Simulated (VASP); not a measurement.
# TiPt3: structure and properties in VASP, part 2 of 4

What structure does TiPt3 take at this level, and what are its properties? The start is a cell from a database of measured crystal structures.

VASP 6.6.1; r2SCAN; plane waves and PAW (Ti_sv, Pt).

Still holding for the runs below: The k-mesh is coarse for a metal.

So far. Step 2 (Relaxing cell and atoms (r2SCAN)): It ends with forces that vanish by symmetry and a pressure of -0.06 GPa. The volume lies +2.1 % from that of the database's start.

The database entry behind the starting cell is an old determination (1943), so it need not match the best structure at ambient conditions.

## 3. Second relaxation

The basis stayed that of the start cell while the cell moved. A rerun from the cell reached resets it; the error of the finite cutoff stays.

INCAR reads:

```
SYSTEM = TiPt3
PREC = Accurate
ENCUT = 400
EDIFF = 1E-06
NELM = 100
ISMEAR = 1
SIGMA = 0.2
LREAL = .FALSE.
ALGO = Normal
METAGGA = R2SCAN
LASPH = .TRUE.
NBANDS = 27
LORBIT = 11
LWAVE = .FALSE.
LCHARG = .FALSE.
KPAR = 4
IBRION = 2
NSW = 60
ISIF = 3
EDIFFG = -0.01
```

POSCAR reads:

```
TiPt3
1.0
    3.9242151558      0.0000000000      0.0000000000
    0.0000000000      3.9242151558      0.0000000000
    0.0000000000      0.0000000000      3.9242151558
Ti Pt
1 3
Direct
    0.0000000000      0.0000000000      0.0000000000
    0.0000000000      0.5000000000      0.5000000000
    0.5000000000      0.0000000000      0.5000000000
    0.5000000000      0.5000000000      0.0000000000
```

KPOINTS reads:

```
Automatic mesh
0
Gamma
7 7 7
0 0 0
```

The projector-augmented-wave data sets are Ti_sv and Pt (PBE family, release 64).

The run is started by

```sh
$ mpirun -np 4 vasp_std
```

Output:

```text
[banner, memory and clock lines left out]
running    4 mpi-ranks, on    1 nodes
 distrk:  each k-point on    1 cores,    4 groups
 distr:  one band on    1 cores,    1 groups

 POSCAR found type information on POSCAR TiPt
 POSCAR found :  2 types and       4 ions
 [... a notice as in an earlier step ...]

 LDA part: xc-table for (None), standard interpolation
 POSCAR, INCAR and KPOINTS ok, starting setup
 FFT: planning ... GRIDC
 FFT: planning ... GRID_SOFT
 FFT: planning ... GRID
 WAVECAR not read
 entering main loop
       N       E                     dE             d eps       ncg     rms          rms(c)
DAV:   1     0.188437073958E+03    0.18844E+03   -0.18282E+04  1080   0.143E+03
DAV:   2    -0.159372607882E+03   -0.34781E+03   -0.33469E+03  1161   0.391E+02
DAV:   3    -0.185297867075E+03   -0.25925E+02   -0.24838E+02  1384   0.102E+02
DAV:   4    -0.186293603167E+03   -0.99574E+00   -0.99128E+00  1433   0.192E+01
DAV:   5    -0.186322762949E+03   -0.29160E-01   -0.29152E-01  1362   0.303E+00    0.227E+01
DAV:   6    -0.171198944146E+03    0.15124E+02   -0.16608E+01  1328   0.398E+01    0.880E+00
DAV:   7    -0.171754546637E+03   -0.55560E+00   -0.80411E+00  1534   0.189E+01    0.882E+00
DAV:   8    -0.171107593224E+03    0.64695E+00   -0.21428E+00  1447   0.958E+00    0.349E+00
DAV:   9    -0.171145568578E+03   -0.37975E-01   -0.15584E-01  1393   0.294E+00    0.118E+00
DAV:  10    -0.171132705296E+03    0.12863E-01   -0.14281E-01  1478   0.268E+00    0.541E-01
DAV:  11    -0.171129301761E+03    0.34035E-02   -0.17575E-02  1569   0.733E-01    0.662E-02
DAV:  12    -0.171129371585E+03   -0.69824E-04   -0.67753E-04  1287   0.182E-01    0.616E-02
DAV:  13    -0.171129342777E+03    0.28808E-04   -0.43302E-04  1571   0.152E-01    0.360E-02
DAV:  14    -0.171129330740E+03    0.12037E-04   -0.94115E-05  1440   0.586E-02    0.584E-03
DAV:  15    -0.171129330685E+03    0.55035E-07   -0.34877E-06  1063   0.138E-02
   1 F= -.17112933E+03 E0= -.17113339E+03  d E =-.171129E+03
 curvature:   0.00 expect dE= 0.000E+00 dE for cont linesearch  0.000E+00
 trial: gam= 0.00000 g(F)=  0.000E+00 g(S)=  0.176E-04 ort = 0.000E+00 (trialstep = 0.100E+01)
 search vector abs. value=  0.176E-04
 reached required accuracy - stopping structural energy minimisation
```

It took 28 s on 4 MPI ranks of AMD EPYC 7R43, shared host; peak memory 0.53 GiB; 1.8 min of CPU time.

Parts of OUTCAR (step 3):

```text
  LATTYP: Found a simple cubic cell.
 ALAT       =     3.9242151558

The static configuration has the point symmetry O_h .

 Found     20 irreducible k-points:

   ENCUT  =  400.0 eV  29.40 Ry    5.42 a.u.   6.40  6.40  6.40*2*pi/ulx,y,z

   NELECT =      42.0000    total number of electrons

 E-fermi :  11.4332

 k-point     1 :       0.0000    0.0000    0.0000
  band No.  band energies     occupation
    ...
     16       9.6091      2.00000
     17      10.7855      2.00005
     18      11.4005      1.27261
     19      11.4005      1.27261
     20      11.4005      1.27261
     21      12.8347     -0.00000
     22      12.8347     -0.00000
     23      13.0054     -0.00000
     24      13.0054     -0.00000
     25      13.0054     -0.00000
    ...

 k-point     2 :       0.1429    0.0000    0.0000
  band No.  band energies     occupation
    ...
     16       9.6389      2.00000
     17      10.3777      2.00000
     18      10.3777      2.00000
     19      10.5378      2.00000
     20      11.4011      1.26753
     21      11.6481     -0.06248
     22      12.5181     -0.00000
     23      12.5181     -0.00000
     24      12.7129     -0.00000
     25      12.8383     -0.00000
    ...

  Total       -0.0220670     -0.0220670     -0.0220670      0.0000000      0.0000000      0.0000000
  in kB       -0.5850524     -0.5850524     -0.5850524      0.0000000      0.0000000      0.0000000
  external PRESSURE =      -0.5850524 kB  Pullay stress =       0.0000000 kB

  energy-cutoff  :      400.00
  volume of cell :       60.43
      direct lattice vectors                 reciprocal lattice vectors
     3.924215156  0.000000000  0.000000000     0.254828026  0.000000000  0.000000000
     0.000000000  3.924215156  0.000000000     0.000000000  0.254828026  0.000000000
     0.000000000  0.000000000  3.924215156     0.000000000  0.000000000  0.254828026

 POSITION                                       TOTAL-FORCE (eV/Angst)
 -----------------------------------------------------------------------------------
      0.00000      0.00000      0.00000         0.000000      0.000000      0.000000
      0.00000      1.96211      1.96211         0.000000      0.000000      0.000000
      1.96211      0.00000      1.96211         0.000000      0.000000      0.000000
      1.96211      1.96211      0.00000         0.000000      0.000000      0.000000
 -----------------------------------------------------------------------------------
    total drift:                                0.000000      0.000000      0.000000

  FREE ENERGIE OF THE ION-ELECTRON SYSTEM (eV)
  ---------------------------------------------------
  free  energy   TOTEN  =      -171.1293306847 eV

  energy  without entropy=     -171.1415117058  energy(sigma->0) =     -171.13339103

 total charge
# of ion       s       p       d       tot
------------------------------------------
    1        2.203   6.155   1.732  10.089
    2        0.694   0.654   8.067   9.415
    3        0.694   0.654   8.067   9.415
    4        0.694   0.654   8.067   9.415
--------------------------------------------------
tot          4.284   8.118  25.933  38.336

[... 5 parts as in an earlier step ...]

[... 6 further parts left out ...]
```

CONTCAR:

```
TiPt3
   1.00000000000000
     3.9242151557999998    0.0000000000000000    0.0000000000000000
     0.0000000000000000    3.9242151557999998    0.0000000000000000
     0.0000000000000000    0.0000000000000000    3.9242151557999998
  Ti              Pt
     1     3
Direct
     0.0000000000000000    0.0000000000000000    0.0000000000000000
     0.0000000000000000    0.5000000000000000    0.5000000000000000
     0.5000000000000000    0.0000000000000000    0.5000000000000000
     0.5000000000000000    0.5000000000000000    0.0000000000000000
```

Little changed from the start: no atom moved by 0.005 Å and no cell edge by 0.1 %.

Numbers from this step:

* free energy (TOTEN): -171.1293 eV
* energy at zero smearing: -171.1334 eV
* pressure: -0.05851 GPa
* SCF cycles over all ionic steps: 15

It ends with forces that vanish by symmetry and a pressure of -0.06 GPa. The volume moved by under 0.01 %: the run met its threshold at the first step.

## 4. Density, ELF and potential (r2SCAN)

The relaxed cell gets a fresh self-consistent run, on a basis set for its own volume, to fix the density and to check the remaining stress.

INCAR, as its differences from that of step 3:

```diff
@@ -14,7 +14,5 @@
 LWAVE = .FALSE.
-LCHARG = .FALSE.
-KPAR = 4
-IBRION = 2
-NSW = 60
-ISIF = 3
-EDIFFG = -0.01
+LCHARG = .TRUE.
+ISIF = 2
+LELF = .TRUE.
+LVHAR = .TRUE.
```

POSCAR is that of step 3.

KPOINTS is that of step 3.

The run is started by

```sh
$ mpirun -np 4 vasp_std
```

Output:

```text
[banner, memory and clock lines left out]
running    4 mpi-ranks, on    1 nodes
 distrk:  each k-point on    4 cores,    1 groups
 distr:  one band on    1 cores,    4 groups

 POSCAR found type information on POSCAR TiPt
 POSCAR found :  2 types and       4 ions
 [... a notice as in an earlier step ...]

 LDA part: xc-table for (None), standard interpolation
|                                                                             |
|           W    W    AA    RRRRR   N    N  II  N    N   GGGG   !!!           |
|           W    W   A  A   R    R  NN   N  II  NN   N  G    G  !!!           |
|           W    W  A    A  R    R  N N  N  II  N N  N  G       !!!           |
|           W WW W  AAAAAA  RRRRR   N  N N  II  N  N N  G  GGG   !            |
|           WW  WW  A    A  R   R   N   NN  II  N   NN  G    G                |
|           W    W  A    A  R    R  N    N  II  N    N   GGGG   !!!           |
|                                                                             |
|     The number of bands has been changed from the values supplied in        |
|     The orbitals not found in the WAVECAR file will be initialized with     |
|     random numbers, which is usually adequate. For correlated               |
|     calculations, however, you should redo the groundstate calculation.     |
|     I found NBANDS = 27. Now, NBANDS = 28.                                  |
|                                                                             |

 POSCAR, INCAR and KPOINTS ok, starting setup
 FFT: planning ... GRIDC
 FFT: planning ... GRID_SOFT
 FFT: planning ... GRID
 WAVECAR not read
 entering main loop
       N       E                     dE             d eps       ncg     rms          rms(c)
DAV:   1     0.189401920736E+03    0.18940E+03   -0.18310E+04  1120   0.137E+03
DAV:   2    -0.159259675129E+03   -0.34866E+03   -0.33244E+03  1176   0.379E+02
DAV:   3    -0.185399741024E+03   -0.26140E+02   -0.25030E+02  1424   0.995E+01
DAV:   4    -0.186295824922E+03   -0.89608E+00   -0.89023E+00  1368   0.178E+01
DAV:   5    -0.186322900931E+03   -0.27076E-01   -0.27071E-01  1396   0.297E+00    0.227E+01
DAV:   6    -0.171207617860E+03    0.15115E+02   -0.14013E+01  1268   0.384E+01    0.879E+00
DAV:   7    -0.171751788138E+03   -0.54417E+00   -0.71746E+00  1452   0.183E+01    0.884E+00
DAV:   8    -0.171109813598E+03    0.64197E+00   -0.18250E+00  1364   0.931E+00    0.347E+00
DAV:   9    -0.171143742266E+03   -0.33929E-01   -0.12023E-01  1324   0.273E+00    0.111E+00
DAV:  10    -0.171132972656E+03    0.10770E-01   -0.11993E-01  1372   0.254E+00    0.558E-01
DAV:  11    -0.171129293557E+03    0.36791E-02   -0.16201E-02  1368   0.735E-01    0.657E-02
DAV:  12    -0.171129364366E+03   -0.70809E-04   -0.62945E-04  1280   0.177E-01    0.592E-02
DAV:  13    -0.171129340689E+03    0.23678E-04   -0.34230E-04  1448   0.139E-01    0.336E-02
DAV:  14    -0.171129331480E+03    0.92084E-05   -0.82373E-05  1356   0.564E-02    0.763E-03
DAV:  15    -0.171129330495E+03    0.98532E-06   -0.42932E-06  1044   0.149E-02
   1 F= -.17112933E+03 E0= -.17113339E+03  d E =0.121795E-01
```

Run time: 27 s. Hardware: 4 MPI ranks; peak memory 0.39 GiB.

From OUTCAR (step 4):

```text
The static configuration has the point symmetry O_h .

 Found     20 irreducible k-points:

   k-points           NKPTS =     20   k-points in BZ     NKDIM =     20   number of bands    NBANDS=     28

   NELECT =      42.0000    total number of electrons

 E-fermi :  11.4333

 k-point     1 :       0.0000    0.0000    0.0000
  band No.  band energies     occupation
    ...
     16       9.6092      2.00000
     17      10.7856      2.00005
     18      11.4006      1.27262
     19      11.4006      1.27262
     20      11.4006      1.27262
     21      12.8348     -0.00000
     22      12.8348     -0.00000
     23      13.0054     -0.00000
     24      13.0054     -0.00000
     25      13.0054     -0.00000
    ...

 k-point     2 :       0.1429    0.0000    0.0000
  band No.  band energies     occupation
    ...
     16       9.6389      2.00000
     17      10.3778      2.00000
     18      10.3778      2.00000
     19      10.5379      2.00000
     20      11.4012      1.26754
     21      11.6481     -0.06243
     22      12.5181     -0.00000
     23      12.5181     -0.00000
     24      12.7130     -0.00000
     25      12.8384     -0.00000
    ...

  Total       -0.0256623     -0.0256623     -0.0256623      0.0000000      0.0000000      0.0000000
  in kB       -0.6803731     -0.6803731     -0.6803731      0.0000000      0.0000000      0.0000000
  external PRESSURE =      -0.6803731 kB  Pullay stress =       0.0000000 kB

  FREE ENERGIE OF THE ION-ELECTRON SYSTEM (eV)
  ---------------------------------------------------
  free  energy   TOTEN  =      -171.1293304949 eV

  energy  without entropy=     -171.1415100217  energy(sigma->0) =     -171.13339034

 total charge
# of ion       s       p       d       tot
------------------------------------------
    1        2.203   6.155   1.732  10.089
    2        0.694   0.655   8.067   9.415
    3        0.694   0.655   8.067   9.415
    4        0.694   0.655   8.067   9.415
--------------------------------------------------
tot          4.284   8.118  25.933  38.335

[... 8 parts as in an earlier step ...]

[... 5 further parts left out ...]
```

Numbers from this step:

| Quantity | Value |
| --- | --- |
| SCF cycles | 15 |
| bands | 28 |
| pressure | -0.06804 GPa |

Valence electrons inside each PAW sphere by angular momentum. Sphere charges, by row:

| atom | s (e) | p (e) | d (e) | tot (e) |
| --- | --- | --- | --- | --- |
| Ti1 | 2.203 | 6.155 | 1.732 | 10.09 |
| Pt2 | 0.694 | 0.655 | 8.067 | 9.415 |
| Pt3 | 0.694 | 0.655 | 8.067 | 9.415 |
| Pt4 | 0.694 | 0.655 | 8.067 | 9.415 |

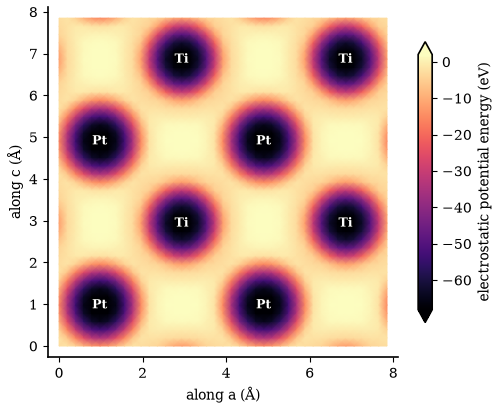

Electrostatic potential energy in the ac plane at fractional y = 0.000, with atoms of Ti and Pt within 0.2 Å of it. With pseudopotentials it is smooth inside the atoms' cores, unlike the true potential. The map starts off the cell's origin, so that atoms lie inside it.

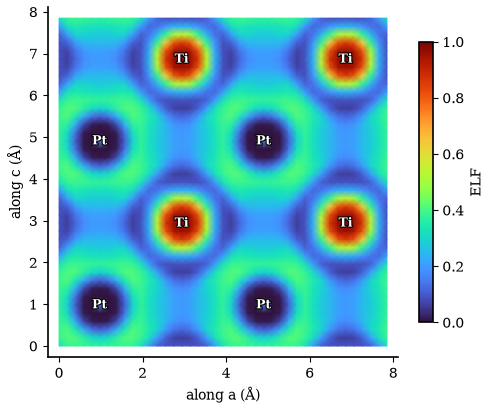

ELF in the ac plane at fractional y = 0.000, with atoms of Ti and Pt within 0.2 Å of it. It is the smooth field of the valence electrons, not physical close to the nuclei. The map starts off the cell's origin, so that atoms lie inside it.

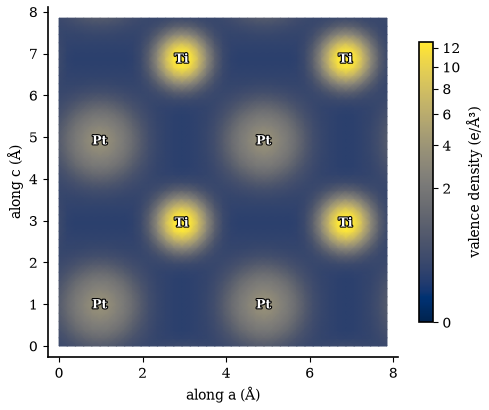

Valence density in the ac plane at fractional y = 0.000, with atoms of Ti and Pt within 0.2 Å of it. It is the smooth field of the valence electrons, not physical close to the nuclei. The map starts off the cell's origin, so that atoms lie inside it. The colour scale is stretched toward low values.

In this run the pressure is -0.07 GPa, small enough to go on.

## 5. Band structure (r2SCAN)

The mesh alone shows little of the dispersion and can miss band extrema, so KPOINTS_OPT adds a path through the symmetry points after the self-consistent cycle.

INCAR reads:

```
SYSTEM = TiPt3
PREC = Accurate
ENCUT = 400
EDIFF = 1E-06
NELM = 100
ISMEAR = 1
SIGMA = 0.2
LREAL = .FALSE.
ALGO = Normal
METAGGA = R2SCAN
LASPH = .TRUE.
NBANDS = 35
LORBIT = 11
LWAVE = .FALSE.
LCHARG = .FALSE.
KPAR = 4
```

POSCAR is that of step 4.

KPOINTS is that of step 4.

KPOINTS_OPT reads:

```
Line mode
16
Line-mode
Reciprocal
  0.00000000   0.00000000   0.00000000 GAMMA
  0.00000000   0.50000000   0.00000000 X

  0.00000000   0.50000000   0.00000000 X
  0.50000000   0.50000000   0.00000000 M

  0.50000000   0.50000000   0.00000000 M
  0.00000000   0.00000000   0.00000000 GAMMA

  0.00000000   0.00000000   0.00000000 GAMMA
  0.50000000   0.50000000   0.50000000 R

  0.50000000   0.50000000   0.50000000 R
  0.00000000   0.50000000   0.00000000 X

  0.50000000   0.50000000   0.00000000 M
  0.50000000   0.50000000   0.50000000 R
```

The run is started by

```sh
$ mpirun -np 4 vasp_std
```

Output:

```text
[... set-up lines as in an earlier step ...]
 entering main loop
       N       E                     dE             d eps       ncg     rms          rms(c)
DAV:   1     0.176647439387E+03    0.17665E+03   -0.17314E+04  1400   0.110E+03
DAV:   2    -0.165314660474E+03   -0.34196E+03   -0.31960E+03  1451   0.315E+02
DAV:   3    -0.185715393215E+03   -0.20401E+02   -0.19753E+02  1665   0.793E+01
DAV:   4    -0.186305307993E+03   -0.58991E+00   -0.58685E+00  1706   0.129E+01
DAV:   5    -0.186323174920E+03   -0.17867E-01   -0.17861E-01  1661   0.225E+00    0.227E+01
DAV:   6    -0.171208597705E+03    0.15115E+02   -0.95586E+00  1477   0.307E+01    0.887E+00
DAV:   7    -0.171741659227E+03   -0.53306E+00   -0.64143E+00  1711   0.150E+01    0.879E+00
DAV:   8    -0.171111589346E+03    0.63007E+00   -0.15300E+00  1716   0.761E+00    0.347E+00
DAV:   9    -0.171140059283E+03   -0.28470E-01   -0.83262E-02  1633   0.199E+00    0.961E-01
DAV:  10    -0.171132430498E+03    0.76288E-02   -0.82599E-02  1579   0.188E+00    0.538E-01
DAV:  11    -0.171129395788E+03    0.30347E-02   -0.15735E-02  1759   0.642E-01    0.112E-01
DAV:  12    -0.171129330805E+03    0.64983E-04   -0.92974E-04  1631   0.176E-01    0.439E-02
DAV:  13    -0.171129342316E+03   -0.11511E-04   -0.18546E-04  1741   0.912E-02    0.365E-02
DAV:  14    -0.171129331982E+03    0.10334E-04   -0.90066E-05  1689   0.500E-02    0.101E-02
DAV:  15    -0.171129330813E+03    0.11692E-05   -0.58034E-06  1543   0.143E-02    0.250E-03
DAV:  16    -0.171129330140E+03    0.67310E-06   -0.42845E-07  1046   0.472E-03
   1 F= -.17112933E+03 E0= -.17113339E+03  d E =0.121830E-01
 Start KPOINTS_OPT (optional k-point list driver)
k-point batch [1-20\96]
       N       E                     dE             ncg
DAV:   1     0.710293028223E+04   -0.37790E+04     1400
DAV:   2     0.378059333528E+03   -0.67249E+04     1432
DAV:   3    -0.191102900072E+02   -0.39717E+03     1633
DAV:   4    -0.315280515732E+02   -0.12418E+02     1724
DAV:   5    -0.319042000615E+02   -0.37615E+00     1587
DAV:   6    -0.319173495067E+02   -0.13149E-01     1801
DAV:   7    -0.319178353970E+02   -0.48589E-03     1646
DAV:   8    -0.319178555211E+02   -0.20124E-04     1630
DAV:   9    -0.319178563804E+02   -0.85932E-06     1217
[...]
k-point batch [81-96\96]
       N       E                     dE             ncg
DAV:   1     0.900420125079E+04   -0.16308E+05     1120
DAV:   2     0.366001254736E+04   -0.53442E+04     1184
DAV:   3     0.335665178329E+04   -0.30336E+03     1399
DAV:   4     0.334779786387E+04   -0.88539E+01     1326
DAV:   5     0.334756438707E+04   -0.23348E+00     1334
DAV:   6     0.334755714590E+04   -0.72412E-02     1388
DAV:   7     0.334755686900E+04   -0.27690E-03     1392
DAV:   8     0.334755685716E+04   -0.11847E-04     1325
DAV:   9     0.334755685666E+04   -0.49627E-06      987
```

It took 91 s on 4 MPI ranks; peak memory 0.64 GiB.

From OUTCAR (step 5):

```text
   k-points           NKPTS =     20   k-points in BZ     NKDIM =     20   number of bands    NBANDS=     35

   NELECT =      42.0000    total number of electrons

 E-fermi :  11.4332

 k-point     1 :       0.0000    0.0000    0.0000
  band No.  band energies     occupation
    ...
     16       9.6093      2.00000
     17      10.7856      2.00005
     18      11.4006      1.27185
     19      11.4006      1.27185
     20      11.4006      1.27185
     21      12.8347     -0.00000
     22      12.8347     -0.00000
     23      13.0054     -0.00000
     24      13.0054     -0.00000
     25      13.0054     -0.00000
    ...

  Total       -0.0256662     -0.0256662     -0.0256662      0.0000000     -0.0000000      0.0000000
  in kB       -0.6804786     -0.6804786     -0.6804786      0.0000000     -0.0000000      0.0000000
  external PRESSURE =      -0.6804786 kB  Pullay stress =       0.0000000 kB

  FREE ENERGIE OF THE ION-ELECTRON SYSTEM (eV)
  ---------------------------------------------------
  free  energy   TOTEN  =      -171.1293301398 eV

  energy  without entropy=     -171.1415131057  energy(sigma->0) =     -171.13339113

[... 8 parts as in an earlier step ...]

[... 9 further parts left out ...]
```

Spin-orbit coupling is off here; with elements this heavy it splits and shifts levels by tenths of an eV or more.

Numbers from this step:

```
SCF cycles : 16
bands      : 35
pressure   : -0.06805 GPa
```

Electronic bands along the path, in eV, zero at the Fermi level; # counts the bands kept, so #1 is VASP's band 5:

| point | #14 | #15 | #16 | #17 | #18 | #19 | #20 | #21 |
| --- | --- | --- | --- | --- | --- | --- | --- | --- |
| Γ | -0.03 | -0.03 | -0.03 | 1.40 | 1.40 | 1.57 | 1.57 | 1.57 |
| X | -2.79 | -2.76 | -1.52 | -0.25 | -0.25 | -0.03 | 0.54 | 0.79 |
| M | -3.27 | -2.45 | -2.45 | -2.34 | 0.17 | 0.17 | 0.44 | 1.45 |
| Γ | -0.03 | -0.03 | -0.03 | 1.40 | 1.40 | 1.57 | 1.57 | 1.57 |
| R | -0.76 | -0.76 | -0.76 | -0.55 | -0.55 | -0.55 | 1.14 | 1.14 |
| X | -2.79 | -2.76 | -1.52 | -0.25 | -0.25 | -0.03 | 0.54 | 0.79 |
| jump to M | -3.27 | -2.45 | -2.45 | -2.34 | 0.17 | 0.17 | 0.44 | 1.45 |
| R | -0.76 | -0.76 | -0.76 | -0.55 | -0.55 | -0.55 | 1.14 | 1.14 |

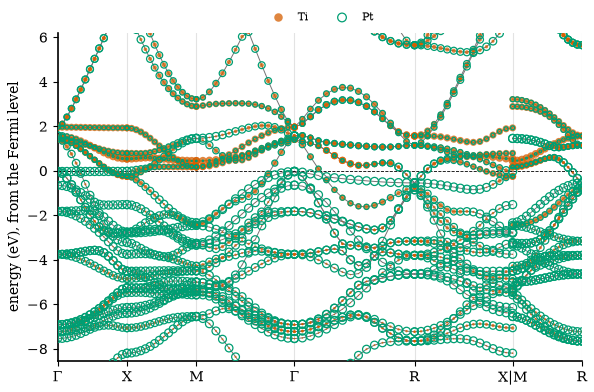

Electronic bands along the path; dots are coloured as in the legend, and their area grows with the weight.

There is no gap at this level.

(Continued in part 3 of 4.)

[Lines on the potential files, build, host, timing and source positions are cut from VASP's logs without a mark.]

[Logs are printed without paths, hosts, clocks, repeated set-up lines and the standing remarks that a program may print on its own settings, such as how far it seeks lower states.]

[Hosts, paths, dates, database ids (printed as entryN), source tags and the programs' standing remarks are cut or masked in the printed files.]

[A measured line is paired with the nearest computed mode of its activity, which favours agreement.]
